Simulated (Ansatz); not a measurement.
# Si3Sn: short molecular dynamics of a 4-atom cell

Aim: follow the atoms of Si3Sn (ordering on diamond) in time, from their lattice sites. Runs: PBE, 40 steps of 1.5 fs at constant energy, with velocities drawn for 600 K; PBEsol, 30 steps of 1.5 fs at constant energy, with velocities drawn for 1000 K. The cell is a 1×1×1 supercell of the structure relaxed with r2SCAN.

All numbers below are computed with Ansatz 0.2.0 (DFT, plane waves, PAW, no spin polarisation).

### Step 1. The starting structure

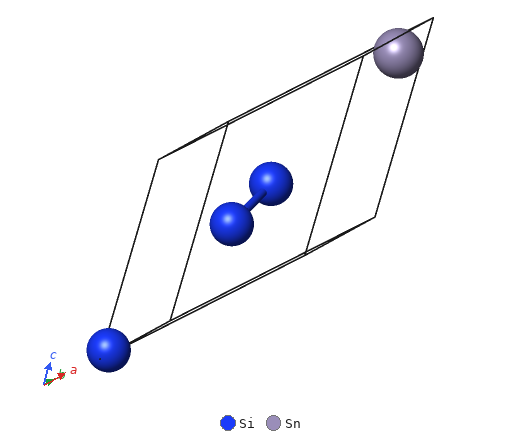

The starting structure, seen slightly off an axis (silicon blue, tin purple). Each atom of the cell is drawn once.

Structure file:

```xyz
4
Lattice="2.0239 1.1685 6.6337 -2.0239 1.1685 6.6337 0.0000 -2.3370 6.6337" Properties=species:S:1:pos:R:3 pbc="T T T"
Si    2.0239    1.1685    6.7557
Si    0.0000    0.0000    9.8149
Si    0.0000    0.0000    7.4697
Sn    0.0000    0.0000   17.4200
```

### Step 2. Run 1: PBE

input.yaml reads:

```yaml
crystal:
  lattice:
    - [2.0239181879, 1.1685097106, 6.6336726392]
    - [-2.0239181879, 1.1685097106, 6.6336726392]
    - [0.0, -2.3370194212, 6.6336726392]
  atoms:
    - { symbol: Si, position: [1.0061337069, 0.0061337069, 0.0061337069] }
    - { symbol: Si, position: [0.4931881577, 0.4931881577, 0.4931881577] }
    - { symbol: Si, position: [0.3753444185, 0.3753444185, 0.3753444185] }
    - { symbol: Sn, position: [0.8753337169, 0.8753337169, 0.8753337169] }
kpoints:
  mp_grid: { grid: [4, 4, 4] }
hamiltonian:
  xc: pbe
scf:
  occupations: { method: fermi_dirac, width: 0.052 }
md:
  ensemble: nve
  temperature: 600
  timestep: 1.5
  n_steps: 40
  initial_velocities: maxwell_boltzmann
  seed: 6299
```

Launch:

```console
ansatz run input.yaml --threads 4 --pin off --max-ram 3686MiB --backend cpu --events-out ev --progress --plain --runs-dir out
```

The program printed, shortened:

```text
Warning: md: disabling space-group detection — thermal motion breaks the input geometry's symmetry, so no spatial operation reduces the k-mesh or symmetrises the density; time reversal is kept, so that k and −k are solved as one point where they differ and the mesh holds both, and exact [...]
Warning: RAYON_NUM_THREADS=4 ignored (pool sized by the plan → 4); use --threads N
[...]
Pseudopotentials: kind: paw
Pseudopotential: Si, paw, valence charge 4, recommended cutoff 420 eV (normal), Si.paw.azcp
Pseudopotential: Sn, paw, valence charge 14, recommended cutoff 420 eV (normal), Sn.paw.azcp
Functional definition: PBE
[...]
Crystal: 4 atoms, lattice volume = 94.131 Å³
Basis set: ecut = 420 eV, 1853 PW (Γ), FFT grids on a1−a3, a2−a3, a3, exchange–correlation on 60×60×96 points (8 copies of the dense FFT grid, shifted against one another)
Bands: 17, of which v1, the nominal top of the filled ones, is band 13 counted from 1 (12 counted from 0)
Symmetry: 1 space group operations
k-points: 36 of 64 (time reversal used)
[...]
SCF iter   1: F=—  HF=-7930.878666 eV  |F-HF|=—  |Δ(HF+E_count)|=         —  Δρ=2.04e-3  dr2=1.17e-2  ethr=1.77e-3  ⟨swp⟩=6.7  Hψ=3774  notcnv=0
[...]
md step     0: t =     0.00 fs  T =   600.0 K  F+E_penalty+E_count = -7930.87569880 eV  E_kin = 0.232668 eV  conserved = -7930.64303080 eV  (8 SCF iters)
[...]
md step    10: t =    15.00 fs  T =   186.9 K  F+E_penalty+E_count = -7930.71496521 eV  E_kin = 0.072493 eV  conserved = -7930.64247197 eV  (7 SCF iters)
[...]
md step    20: t =    30.00 fs  T =   347.1 K  F+E_penalty+E_count = -7930.77731840 eV  E_kin = 0.134591 eV  conserved = -7930.64272774 eV  (6 SCF iters)
[...]
md step    30: t =    45.00 fs  T =   459.9 K  F+E_penalty+E_count = -7930.82121622 eV  E_kin = 0.178332 eV  conserved = -7930.64288400 eV  (7 SCF iters)
[...]
md step    39: t =    58.50 fs  T =   160.2 K  F+E_penalty+E_count = -7930.70458262 eV  E_kin = 0.062124 eV  conserved = -7930.64245853 eV  (3 SCF iters)
[...]
md step    40: t =    60.00 fs  T =   167.0 K  F+E_penalty+E_count = -7930.70725709 eV  E_kin = 0.064768 eV  conserved = -7930.64248919 eV  (6 SCF iters)
SCF converged after 6 iterations
Free energy (F): -7930.707257 eV
[...]
E sigma→0 (E₀):  -7930.703906 eV
Entropy (-TS):   -0.006703 eV (-1.676 meV/atom)
Fermi energy:    7.197762 eV
[...]
--- Forces (eV/Å), atoms counted from 1 ---
  atom   1  Si    -0.43071467     0.84172254    -0.08634066
  atom   2  Si     0.48745578     0.55011475     1.44619151
  atom   3  Si     0.42476897    -0.78121141    -1.18477348
  atom   4  Sn    -0.48150999    -0.61062379    -0.17506822
[...]
--- MD trajectory: 40 steps, t = 0.0 → 60.0 fs ---
  final state: T = 167.0 K   F+E_penalty+E_count = -7930.70725709 eV   E_kin = 0.064768 eV
  conserved energy: peak-to-peak 6.227e-4 eV (1.557e-4 eV/atom) over 60.0 fs
```

Wall time 26 s (4 threads of Arm Neoverse V2, shared host); peak memory 0.39 GiB.

### Step 3. The trajectory

The trajectory, every 2 steps (energies from step 0); msd is the mean square displacement from the start, the centre of mass held:

| time (fs) | T (K) | potential energy change (meV/atom) | total energy change (meV/atom) | msd Si (Å²) | msd Sn (Å²) |
| --- | --- | --- | --- | --- | --- |
| 0.0 | 600 | 0.0 | 0.00 | 0.000 | 0.000 |
| 3.0 | 568 | 3.1 | 0.01 | 0.000 | 0.000 |
| 6.0 | 491 | 10.6 | 0.04 | 0.002 | 0.000 |
| 9.0 | 386 | 20.9 | 0.07 | 0.004 | 0.000 |
| 12.0 | 277 | 31.5 | 0.11 | 0.006 | 0.000 |
| 15.0 | 187 | 40.2 | 0.14 | 0.008 | 0.000 |
| 18.0 | 135 | 45.2 | 0.15 | 0.009 | 0.000 |
| 21.0 | 131 | 45.7 | 0.15 | 0.010 | 0.001 |
| 24.0 | 173 | 41.6 | 0.14 | 0.011 | 0.001 |
| 27.0 | 251 | 34.0 | 0.11 | 0.011 | 0.001 |
| 30.0 | 347 | 24.6 | 0.08 | 0.011 | 0.001 |
| 33.0 | 440 | 15.6 | 0.04 | 0.011 | 0.002 |
| 36.0 | 509 | 8.9 | 0.02 | 0.011 | 0.002 |
| 39.0 | 537 | 6.1 | 0.01 | 0.012 | 0.003 |
| 42.0 | 520 | 7.8 | 0.01 | 0.014 | 0.003 |
| 45.0 | 460 | 13.6 | 0.04 | 0.016 | 0.004 |
| 48.0 | 373 | 22.1 | 0.07 | 0.019 | 0.004 |
| 51.0 | 279 | 31.2 | 0.11 | 0.022 | 0.005 |
| 54.0 | 204 | 38.6 | 0.14 | 0.025 | 0.006 |
| 57.0 | 164 | 42.4 | 0.15 | 0.027 | 0.006 |
| 60.0 | 167 | 42.1 | 0.14 | 0.029 | 0.007 |

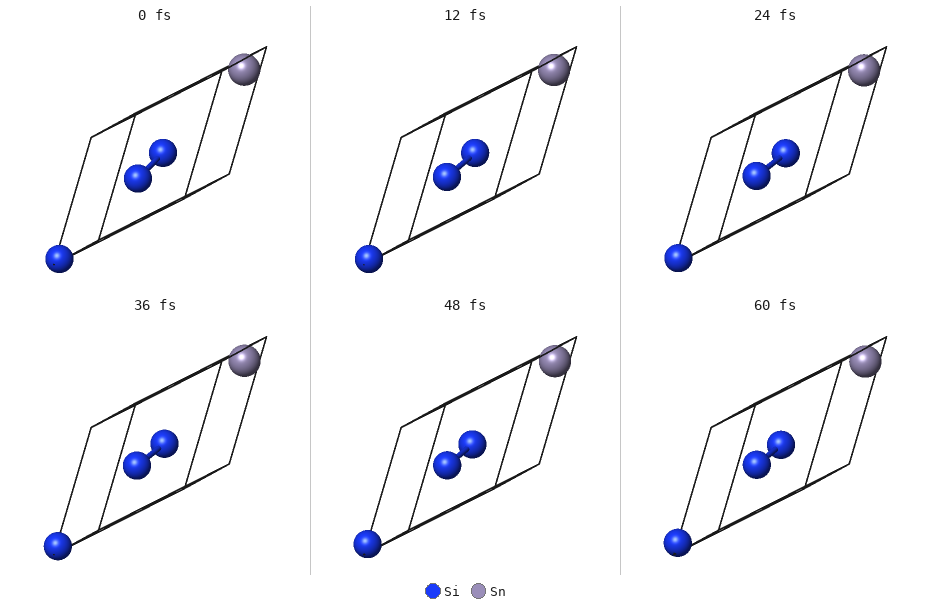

The system at six times, viewed slightly off an axis. Each atom of the cell is drawn once. Atoms are followed across the cell's faces. Sticks are the contacts of the first frame, kept unless stretched by 40 %.

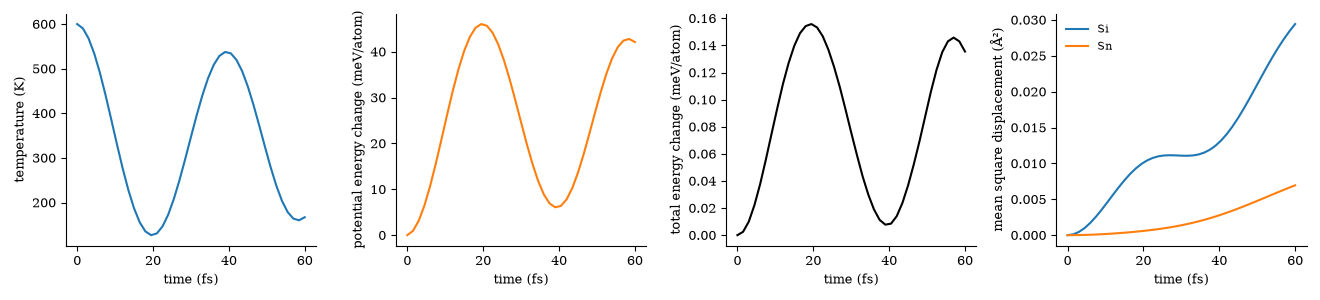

Time series of the run, each on its own scale.

### Step 4. Frames from the trajectory

Positions (Å) and forces (eV/Å):

```xyz
4
Lattice="2.024 1.169 6.634 -2.024 1.169 6.634 0.000 -2.337 6.634" Properties=species:S:1:pos:R:3:forces:R:3 pbc="T T T" time_fs=7.5 T=440 dE=0.0622
Si    2.018    1.166    6.746    0.206   -0.517    0.092
Si    0.022    0.033    9.862   -0.335   -0.410   -0.936
Si    0.017   -0.051    7.441   -0.203    0.581    0.603
Sn   -0.008    0.005   17.418    0.333    0.345    0.242
4
Lattice="2.024 1.169 6.634 -2.024 1.169 6.634 0.000 -2.337 6.634" Properties=species:S:1:pos:R:3:forces:R:3 pbc="T T T" time_fs=15.0 T=187 dE=0.1607
Si    2.016    1.154    6.737    0.325   -0.833    0.114
Si    0.039    0.059    9.893   -0.577   -0.727   -1.398
Si    0.030   -0.091    7.423   -0.323    0.962    0.910
Sn   -0.015    0.011   17.417    0.574    0.599    0.373
4
Lattice="2.024 1.169 6.634 -2.024 1.169 6.634 0.000 -2.337 6.634" Properties=species:S:1:pos:R:3:forces:R:3 pbc="T T T" time_fs=22.5 T=146 dE=0.1765
Si    2.021    1.127    6.731    0.350   -0.760    0.188
Si    0.044    0.071    9.896   -0.674   -0.789   -1.458
Si    0.038   -0.114    7.423   -0.351    0.925    0.905
Sn   -0.019    0.020   17.418    0.675    0.624    0.364
4
Lattice="2.024 1.169 6.634 -2.024 1.169 6.634 0.000 -2.337 6.634" Properties=species:S:1:pos:R:3:forces:R:3 pbc="T T T" time_fs=30.0 T=347 dE=0.0984
Si    2.032    1.086    6.729    0.271   -0.343    0.288
Si    0.036    0.068    9.872   -0.606   -0.574   -1.110
Si    0.038   -0.119    7.439   -0.280    0.507    0.608
Sn   -0.019    0.032   17.420    0.615    0.410    0.214
4
Lattice="2.024 1.169 6.634 -2.024 1.169 6.634 0.000 -2.337 6.634" Properties=species:S:1:pos:R:3:forces:R:3 pbc="T T T" time_fs=37.5 T=529 dE=0.0277
Si    2.048    1.038    6.732    0.088    0.188    0.357
Si    0.017    0.054    9.828   -0.368   -0.195   -0.366
Si    0.034   -0.114    7.467   -0.105   -0.060    0.020
Sn   -0.018    0.045   17.423    0.386    0.067   -0.012
4
Lattice="2.024 1.169 6.634 -2.024 1.169 6.634 0.000 -2.337 6.634" Properties=species:S:1:pos:R:3:forces:R:3 pbc="T T T" time_fs=45.0 T=460 dE=0.0545
Si    2.065    0.993    6.742   -0.153    0.606    0.321
Si   -0.009    0.036    9.776   -0.040    0.160    0.598
Si    0.027   -0.110    7.495    0.137   -0.524   -0.733
Sn   -0.014    0.059   17.426    0.057   -0.242   -0.186
4
Lattice="2.024 1.169 6.634 -2.024 1.169 6.634 0.000 -2.337 6.634" Properties=species:S:1:pos:R:3:forces:R:3 pbc="T T T" time_fs=52.5 T=238 dE=0.1409
Si    2.080    0.960    6.758   -0.362    0.830    0.155
Si   -0.035    0.022    9.736    0.254    0.408    1.363
Si    0.023   -0.117    7.509    0.356   -0.775   -1.278
Sn   -0.010    0.072   17.429   -0.247   -0.464   -0.240
4
Lattice="2.024 1.169 6.634 -2.024 1.169 6.634 0.000 -2.337 6.634" Properties=species:S:1:pos:R:3:forces:R:3 pbc="T T T" time_fs=60.0 T=167 dE=0.1684
Si    2.088    0.943    6.777   -0.431    0.842   -0.086
Si   -0.057    0.015    9.721    0.487    0.550    1.446
Si    0.026   -0.137    7.500    0.425   -0.781   -1.185
Sn   -0.008    0.082   17.430   -0.482   -0.611   -0.175
```

### Step 5. Run 2: PBEsol

input.yaml, as its differences from that of step 2:

```diff
@@ -13,11 +13,11 @@
 hamiltonian:
-  xc: pbe
+  xc: pbesol
 scf:
-  occupations: { method: fermi_dirac, width: 0.052 }
+  occupations: { method: fermi_dirac, width: 0.086 }
 md:
   ensemble: nve
-  temperature: 600
+  temperature: 1000
   timestep: 1.5
-  n_steps: 40
+  n_steps: 30
   initial_velocities: maxwell_boltzmann
-  seed: 6299
+  seed: 5413
```

Launch:

```console
ansatz run input.yaml --threads 4 --pin off --max-ram 3686MiB --backend cpu --events-out ev --progress --plain --runs-dir out
```

The program printed, shortened:

```text
Warning: md: disabling space-group detection — thermal motion breaks the input geometry's symmetry, so no spatial operation reduces the k-mesh or symmetrises the density; time reversal is kept, so that k and −k are solved as one point where they differ and the mesh holds both, and exact [...]
Warning: RAYON_NUM_THREADS=4 ignored (pool sized by the plan → 4); use --threads N
[...]
[... 3 set-up lines as earlier in the session ...]
Functional definition: PBEsol
[...]
Crystal: 4 atoms, lattice volume = 94.131 Å³
Basis set: ecut = 420 eV, 1853 PW (Γ), FFT grids on a1−a3, a2−a3, a3, exchange–correlation on 60×60×96 points (8 copies of the dense FFT grid, shifted against one another)
Bands: 17, of which v1, the nominal top of the filled ones, is band 13 counted from 1 (12 counted from 0)
[... 1 set-up line as earlier in the session ...]
k-points: 36 of 64 (time reversal used)
[...]
md step    28: t =    42.00 fs  T =   770.1 K  F+E_penalty+E_count = -7813.42205499 eV  E_kin = 0.298632 eV  conserved = -7813.12342276 eV  (2 SCF iters)
md step    29: t =    43.50 fs  T =   796.3 K  F+E_penalty+E_count = -7813.43224620 eV  E_kin = 0.308791 eV  conserved = -7813.12345544 eV  (3 SCF iters)
[...]
md step    30: t =    45.00 fs  T =   806.8 K  F+E_penalty+E_count = -7813.43632542 eV  E_kin = 0.312855 eV  conserved = -7813.12347032 eV  (6 SCF iters)
SCF converged after 6 iterations
Free energy (F): -7813.436325 eV
[...]
E sigma→0 (E₀):  -7813.432588 eV
Entropy (-TS):   -0.007475 eV (-1.869 meV/atom)
Fermi energy:    7.048594 eV
[...]
--- Forces (eV/Å), atoms counted from 1 ---
  atom   1  Si    -0.13559013    -0.04565802    -0.07575272
  atom   2  Si    -0.16962917     0.42739388    -0.42422725
  atom   3  Si     0.20725185     0.02490039    -0.54054803
  atom   4  Sn     0.09796953    -0.40663139     1.04053329
[...]
--- MD trajectory: 30 steps, t = 0.0 → 45.0 fs ---
  final state: T = 806.8 K   F+E_penalty+E_count = -7813.43632542 eV   E_kin = 0.312855 eV
  conserved energy: peak-to-peak 9.096e-4 eV (2.274e-4 eV/atom) over 45.0 fs
```

Run time: 21 s. Hardware: 4 threads of Arm Neoverse V2, shared host; peak memory 0.39 GiB.

### Step 6. The trajectory

The trajectory, every 2 steps (energies from step 0); msd is the mean square displacement from the start, the centre of mass held:

| time (fs) | T (K) | potential energy change (meV/atom) | total energy change (meV/atom) | msd Si (Å²) | msd Sn (Å²) |
| --- | --- | --- | --- | --- | --- |
| 0.0 | 1000 | 0.0 | 0.00 | 0.000 | 0.000 |
| 3.0 | 953 | 4.6 | 0.01 | 0.001 | 0.000 |
| 6.0 | 836 | 15.9 | 0.04 | 0.003 | 0.000 |
| 9.0 | 671 | 32.0 | 0.09 | 0.006 | 0.001 |
| 12.0 | 484 | 50.2 | 0.13 | 0.009 | 0.001 |
| 15.0 | 307 | 67.3 | 0.18 | 0.012 | 0.001 |
| 18.0 | 168 | 80.9 | 0.21 | 0.015 | 0.002 |
| 21.0 | 88 | 88.7 | 0.23 | 0.017 | 0.002 |
| 24.0 | 77 | 89.7 | 0.22 | 0.017 | 0.002 |
| 27.0 | 133 | 84.2 | 0.20 | 0.017 | 0.002 |
| 30.0 | 244 | 73.4 | 0.17 | 0.016 | 0.002 |
| 33.0 | 389 | 59.4 | 0.13 | 0.013 | 0.002 |
| 36.0 | 541 | 44.6 | 0.09 | 0.011 | 0.002 |
| 39.0 | 676 | 31.5 | 0.06 | 0.009 | 0.002 |
| 42.0 | 770 | 22.3 | 0.03 | 0.007 | 0.002 |
| 45.0 | 807 | 18.7 | 0.02 | 0.007 | 0.002 |

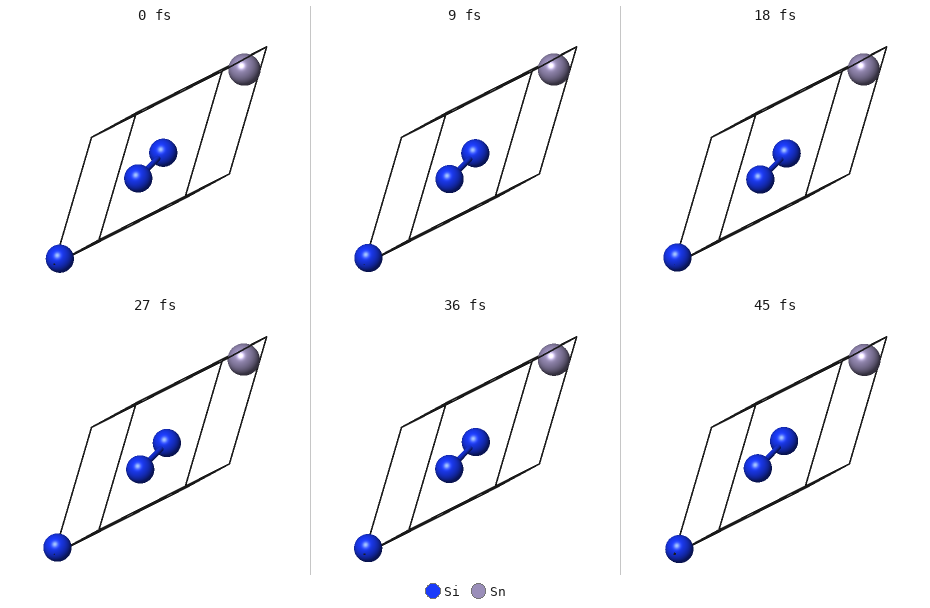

The system at six times, viewed slightly off an axis. Each atom of the cell is drawn once. Atoms are followed across the cell's faces. Sticks are the contacts of the first frame, kept unless stretched by 40 %.

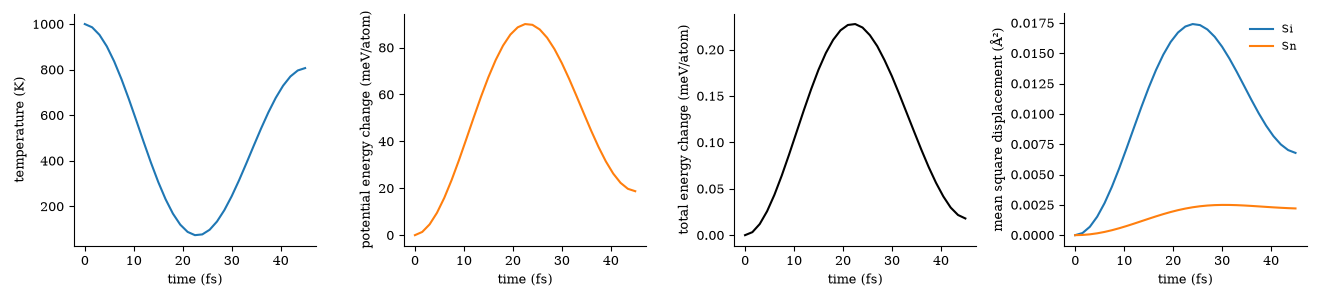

Time series of the run, each on its own scale.

### Step 7. Snapshots as a file

Positions (Å) and forces (eV/Å):

```xyz
4
Lattice="2.024 1.169 6.634 -2.024 1.169 6.634 0.000 -2.337 6.634" Properties=species:S:1:pos:R:3:forces:R:3 pbc="T T T" time_fs=6.0 T=836 dE=0.0637
Si    2.008    1.132    6.740    0.155    0.645    0.355
Si    0.022    0.041    9.847   -0.243   -0.598   -0.322
Si   -0.001    0.039    7.507   -0.140   -0.638   -0.367
Sn   -0.001   -0.010   17.407    0.229    0.591    0.334
4
Lattice="2.024 1.169 6.634 -2.024 1.169 6.634 0.000 -2.337 6.634" Properties=species:S:1:pos:R:3:forces:R:3 pbc="T T T" time_fs=12.0 T=484 dE=0.2006
Si    1.995    1.103    6.729    0.282    1.036    0.546
Si    0.042    0.074    9.874   -0.434   -1.217   -0.578
Si   -0.004    0.070    7.540   -0.254   -1.021   -0.614
Sn   -0.002   -0.018   17.395    0.406    1.202    0.645
4
Lattice="2.024 1.169 6.634 -2.024 1.169 6.634 0.000 -2.337 6.634" Properties=species:S:1:pos:R:3:forces:R:3 pbc="T T T" time_fs=16.5 T=231 dE=0.2989
Si    1.986    1.089    6.725    0.331    1.176    0.626
Si    0.053    0.090    9.891   -0.537   -1.563   -0.730
Si   -0.008    0.085    7.561   -0.293   -1.157   -0.747
Sn   -0.002   -0.023   17.388    0.499    1.544    0.851
4
Lattice="2.024 1.169 6.634 -2.024 1.169 6.634 0.000 -2.337 6.634" Properties=species:S:1:pos:R:3:forces:R:3 pbc="T T T" time_fs=22.5 T=74 dE=0.3602
Si    1.979    1.083    6.727    0.316    1.216    0.652
Si    0.062    0.094    9.904   -0.627   -1.695   -0.821
Si   -0.017    0.092    7.579   -0.268   -1.197   -0.870
Sn    0.000   -0.024   17.380    0.578    1.675    1.039
4
Lattice="2.024 1.169 6.634 -2.024 1.169 6.634 0.000 -2.337 6.634" Properties=species:S:1:pos:R:3:forces:R:3 pbc="T T T" time_fs=28.5 T=183 dE=0.3175
Si    1.976    1.093    6.736    0.223    1.130    0.591
Si    0.064    0.078    9.908   -0.661   -1.385   -0.775
Si   -0.029    0.086    7.587   -0.165   -1.116   -0.931
Sn    0.003   -0.021   17.375    0.603    1.372    1.115
4
Lattice="2.024 1.169 6.634 -2.024 1.169 6.634 0.000 -2.337 6.634" Properties=species:S:1:pos:R:3:forces:R:3 pbc="T T T" time_fs=33.0 T=389 dE=0.2375
Si    1.975    1.109    6.748    0.120    0.970    0.483
Si    0.060    0.054    9.905   -0.630   -0.931   -0.681
Si   -0.039    0.071    7.585   -0.056   -0.965   -0.919
Sn    0.007   -0.016   17.373    0.565    0.926    1.117
4
Lattice="2.024 1.169 6.634 -2.024 1.169 6.634 0.000 -2.337 6.634" Properties=species:S:1:pos:R:3:forces:R:3 pbc="T T T" time_fs=39.0 T=676 dE=0.1258
Si    1.975    1.141    6.769   -0.025    0.579    0.250
Si    0.047    0.013    9.893   -0.472   -0.216   -0.538
Si   -0.053    0.042    7.573    0.094   -0.587   -0.797
Sn    0.013   -0.006   17.374    0.402    0.225    1.085
4
Lattice="2.024 1.169 6.634 -2.024 1.169 6.634 0.000 -2.337 6.634" Properties=species:S:1:pos:R:3:forces:R:3 pbc="T T T" time_fs=45.0 T=807 dE=0.0750
Si    1.975    1.179    6.793   -0.136   -0.046   -0.076
Si    0.029   -0.031    9.874   -0.170    0.427   -0.424
Si   -0.066    0.006    7.552    0.207    0.025   -0.541
Sn    0.020    0.003   17.378    0.098   -0.407    1.041
```

### Step 8. Results

```
                                    quantity                                    value
                               run 1: length                       40 steps of 1.5 fs
     run 1: temperature, first and last step                            600 and 167 K
             run 1: temperature, second half            mean 369 K, from 160 to 537 K
        run 1: potential energy, second half  +22 meV/atom from this run's first step
   run 1: largest change of the total energy                            0.16 meV/atom
run 1: mean square displacement, second half                    Si 0.018, Sn 0.004 Å²
                               run 2: length                       30 steps of 1.5 fs
     run 2: temperature, first and last step                           1000 and 807 K
             run 2: temperature, second half             mean 432 K, from 74 to 807 K
        run 2: potential energy, second half  +55 meV/atom from this run's first step
   run 2: largest change of the total energy                            0.23 meV/atom
run 2: mean square displacement, second half                    Si 0.013, Sn 0.002 Å²
```

Run 1: The temperature starts at 600 K and averages 369 K in the second half, where it ranges from 160 to 537 K. About half is expected from a start at a minimum: kinetic energy passes into potential energy until both shares match. The total energy strays from its start by at most 0.16 meV/atom, 0.5 % of the mean kinetic energy, so a step of 1.5 fs is short enough over this time. No atom gets farther than 0.24 Å from its start, with the drift of the whole removed, against a typical distance of 2.4 Å between sites at the start. Run 2: The temperature starts at 1000 K and averages 432 K in the second half, where it still rises, from 74 to 807 K. The total energy strays from its start by at most 0.23 meV/atom, 0.5 % of the mean kinetic energy, which is good for a step of 1.5 fs. No atom gets farther than 0.15 Å from its start, with the drift of the whole removed, against a typical distance of 2.4 Å between sites at the start. Averages from a run of 60 fs with 4 atoms are rough.
